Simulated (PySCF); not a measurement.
# SiCl3 (SMILES Cl[Si](Cl)Cl) at UMP2/pcseg-2 (ddCOSMO acetonitrile)

What is the energy change on altering one bond length of SiCl3 at UMP2/pcseg-2 (ddCOSMO acetonitrile)? Input form: a Python script.

The results are computed with PySCF 2.14.0.

3 further runs of the same task are left out: 3 set aside as unsound or not needed.

## (1) The structure to begin with

SiCl3 has 4 atoms, charge 0, and is taken as a doublet. SMILES: `Cl[Si](Cl)Cl`. Geometry: relaxed at PBE0-D4/def2-TZVP.

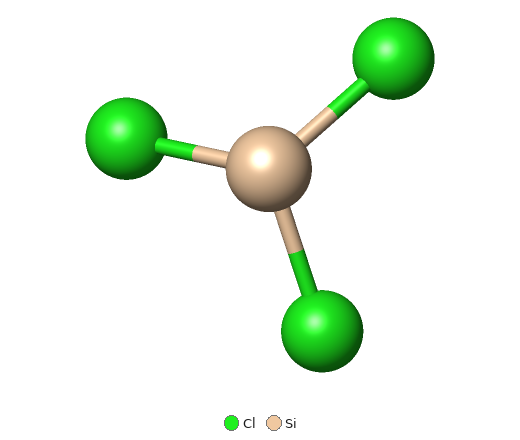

Viewed from a chosen angle; chlorine green, silicon light orange.

## (2) A single-point energy at UMP2/pcseg-2 (ddCOSMO acetonitrile)

Input file run.py:

```python
from pyscf import gto, scf, mp, solvent

mol = gto.M(
    atom='''
Cl    -1.524800    -0.591600     1.030100
Si     0.116100     0.389400     0.310600
Cl     1.694700    -0.903800     0.219000
Cl    -0.286000     1.105900    -1.559700
''',
    basis='pcseg-2',
    symmetry=True,
    spin=1,
    verbose=4,
    charge=0,
    max_memory=1860,
)

calc0 = scf.UHF(mol)
calc0 = calc0.ddCOSMO()
calc0.with_solvent.eps = 35.688  # acetonitrile
calc0.kernel()
if not calc0.converged:
    calc0 = calc0.newton().run(calc0.mo_coeff, calc0.mo_occ)

pt = mp.MP2(calc0).run()
e_tot = pt.e_tot
print('E(%s) = %.9f' % ('MP2', e_tot))
```

Started as:

```sh
$ OMP_NUM_THREADS=1 python run.py
```

What it wrote:

```text
PySCF version 2.14.0

[INPUT] num. atoms = 4
[INPUT] num. electrons = 65
[INPUT] charge = 0
[INPUT] spin (= nelec alpha-beta = 2S) = 1
[INPUT] symmetry True subgroup None
[INPUT] Mole.unit = angstrom
[INPUT] Symbol           X                Y                Z      unit          X                Y                Z       unit  Magmom
[INPUT]  1 Cl    -1.524800000000  -0.591600000000   1.030100000000 AA   -2.881454394737  -1.117961975293   1.946606880914 Bohr   0.0
[INPUT]  2 Si     0.116100000000   0.389400000000   0.310600000000 AA    0.219397203062   0.735859352906   0.586948934290 Bohr   0.0
[INPUT]  3 Cl     1.694700000000  -0.903800000000   0.219000000000 AA    3.202518863300  -1.707934471382   0.413850021280 Bohr   0.0
[INPUT]  4 Cl    -0.286000000000   1.105900000000  -1.559700000000 AA   -0.540461671626   2.089848121157  -2.947405836484 Bohr   0.0

nuclear repulsion = 322.527487261219
point group symmetry = C1
symmetry origin: [0. 0. 0.]
symmetry axis x: [1. 0. 0.]
symmetry axis y: [0. 1. 0.]
symmetry axis z: [0. 0. 1.]
num. orbitals of irrep A = 136
number of shells = 16
number of NR pGTOs = 260
number of NR cGTOs = 136
basis = pcseg-2
ecp = {}

[... 33 lines left out ...]
Solvent Energy = -0.000145913752475549
[... 5 lines left out ...]
Solvent Energy = -0.0113788706194096
[... 5 lines left out ...]
Solvent Energy = -0.00176259999324276
[... 5 lines left out ...]
Solvent Energy = -0.00371542303175295
[... 5 lines left out ...]
Solvent Energy = -0.00376606813144344
[... 5 lines left out ...]
Solvent Energy = -0.0037549441207999
[... 5 lines left out ...]
Solvent Energy = -0.00376545600977485
[... 5 lines left out ...]
Solvent Energy = -0.00376902374278792
[... 5 lines left out ...]
Solvent Energy = -0.00376957029266582
[... 5 lines left out ...]
Solvent Energy = -0.00376977122382705
[... 5 lines left out ...]
Solvent Energy = -0.00377007441566426
[... 5 lines left out ...]
Solvent Energy = -0.00377011935608973
[... 5 lines left out ...]
Solvent Energy = -0.00377014720417897
[... 1 line left out ...]
converged SCF energy = -1667.60225093738  <S^2> = 0.75476615  2S+1 = 2.0047605
[... 1 line left out ...]
******** <class 'pyscf.mp.ump2.UMP2'> ********
nocc = (np.int64(33), np.int64(32)), nmo = (136, 136)
E(UMP2) = -1668.44925449035  E_corr = -0.847003552966477
E(SCS-UMP2) = -1668.41513177704  E_corr = -0.812880839652413
E_corr(same-spin) = -0.234834719893107
E_corr(oppo-spin) = -0.61216883307337
E(MP2) = -1668.449254490
```

Wall time 55 s (1 thread of Intel Xeon 6975P-C (Granite Rapids), shared host); peak memory 1 GiB.

## (3) The distorted shape at the same level

Input file run.py:

```python
from pyscf import gto, scf, mp, solvent

mol = gto.M(
    atom='Cl -1.360710 -0.493500 0.958150; Si 0.116100 0.389400 0.310600; Cl 1.694700 -0.903800 0.219000; Cl -0.286000 1.105900 -1.559700',
    verbose=4,
    charge=0,
    basis='pcseg-2',
    symmetry=True,
    max_memory=1860,
    spin=1,
)

mf = scf.UHF(mol)
mf = mf.ddCOSMO()
mf.with_solvent.eps = 35.688  # acetonitrile
mf.kernel()
if not mf.converged:
    mf = mf.newton().run(mf.mo_coeff, mf.mo_occ)

pt = mp.MP2(mf).run()
e_final = pt.e_tot
print('E = %.10f Eh' % e_final)
```

Started as:

```sh
$ OMP_NUM_THREADS=1 python run.py
```

What it wrote:

```text
PySCF version 2.14.0

[INPUT] num. atoms = 4
[INPUT] num. electrons = 65
[INPUT] charge = 0
[INPUT] spin (= nelec alpha-beta = 2S) = 1
[INPUT] symmetry True subgroup None
[INPUT] Mole.unit = angstrom
[INPUT] Symbol           X                Y                Z      unit          X                Y                Z       unit  Magmom
[INPUT]  1 Cl    -1.360710000000  -0.493500000000   0.958150000000 AA   -2.571369234957  -0.932579842473   1.810641086252 Bohr   0.0
[INPUT]  2 Si     0.116100000000   0.389400000000   0.310600000000 AA    0.219397203062   0.735859352906   0.586948934290 Bohr   0.0
[INPUT]  3 Cl     1.694700000000  -0.903800000000   0.219000000000 AA    3.202518863300  -1.707934471382   0.413850021280 Bohr   0.0
[INPUT]  4 Cl    -0.286000000000   1.105900000000  -1.559700000000 AA   -0.540461671626   2.089848121157  -2.947405836484 Bohr   0.0

nuclear repulsion = 334.13822299191
point group symmetry = C1
symmetry origin: [0. 0. 0.]
symmetry axis x: [1. 0. 0.]
symmetry axis y: [0. 1. 0.]
symmetry axis z: [0. 0. 1.]
num. orbitals of irrep A = 136
number of shells = 16
number of NR pGTOs = 260
number of NR cGTOs = 136
basis = pcseg-2
ecp = {}

[... 33 lines left out ...]
Solvent Energy = -0.000141092292588281
[... 5 lines left out ...]
Solvent Energy = -0.00909183261105686
[... 5 lines left out ...]
Solvent Energy = -0.00198390222615149
[... 5 lines left out ...]
Solvent Energy = -0.0034638485335792
[... 5 lines left out ...]
Solvent Energy = -0.00349788121963282
[... 5 lines left out ...]
Solvent Energy = -0.00348642959541491
[... 5 lines left out ...]
Solvent Energy = -0.00349192046936325
[... 5 lines left out ...]
Solvent Energy = -0.00349207900052352
[... 5 lines left out ...]
Solvent Energy = -0.00349075327597214
[... 5 lines left out ...]
Solvent Energy = -0.00349006515445619
[... 5 lines left out ...]
Solvent Energy = -0.00348994486265299
[... 5 lines left out ...]
Solvent Energy = -0.00348991306116827
[... 5 lines left out ...]
Solvent Energy = -0.00348992986376046
[... 1 line left out ...]
converged SCF energy = -1667.58269480787  <S^2> = 0.75404905  2S+1 = 2.004045
[... 1 line left out ...]
******** <class 'pyscf.mp.ump2.UMP2'> ********
nocc = (np.int64(33), np.int64(32)), nmo = (136, 136)
E(UMP2) = -1668.43324304995  E_corr = -0.850548242071398
E(SCS-UMP2) = -1668.39806009053  E_corr = -0.815365282654665
E_corr(same-spin) = -0.236876085958861
E_corr(oppo-spin) = -0.613672156112537
E = -1668.4332430499 Eh
```

It took 41 s on 1 thread of Intel Xeon 6975P-C (Granite Rapids), shared host; peak memory 1 GiB.

## (4) Summary of results

At UMP2/pcseg-2 (ddCOSMO acetonitrile):

| quantity | value |
| --- | --- |
| first shape: total energy | -1668.44925 Eh |
| first shape: dipole moment (Hartree–Fock density) | 1.47 D |
| first shape: HOMO energy (Hartree–Fock orbitals) (highest over α and β) | -9.92 eV |
| first shape: LUMO energy (Hartree–Fock orbitals) (lowest over α and β) | 0.71 eV |
| first shape: correlation energy | -847.0 mEh |
| first shape: solvent term in the energy | -9.9 kJ/mol |
| first shape: ⟨S²⟩ of the reference determinant | 0.755 |
| distorted shape: total energy | -1668.43324 Eh |
| distorted shape: dipole moment (Hartree–Fock density) | 1.91 D |
| distorted shape: HOMO energy (Hartree–Fock orbitals) (highest over α and β) | -9.56 eV |
| distorted shape: LUMO energy (Hartree–Fock orbitals) (lowest over α and β) | 1.14 eV |
| distorted shape: correlation energy | -850.5 mEh |
| distorted shape: solvent term in the energy | -9.2 kJ/mol |
| distorted shape: ⟨S²⟩ of the reference determinant | 0.754 |
| energy change with the Cl1–Si2 bond shortened from 2.043 to 1.838 Å | 0.436 eV |

In words: With the Cl1–Si2 bond shortened from 2.043 to 1.838 Å the energy rises by 0.44 eV (10.0 kcal/mol). The first shape isn't relaxed at this level, so the change isn't measured from a minimum. Mulliken charges (first shape) of the mean-field density run from -0.32 on Cl3 to +0.97 on Si2; they depend strongly on the basis.
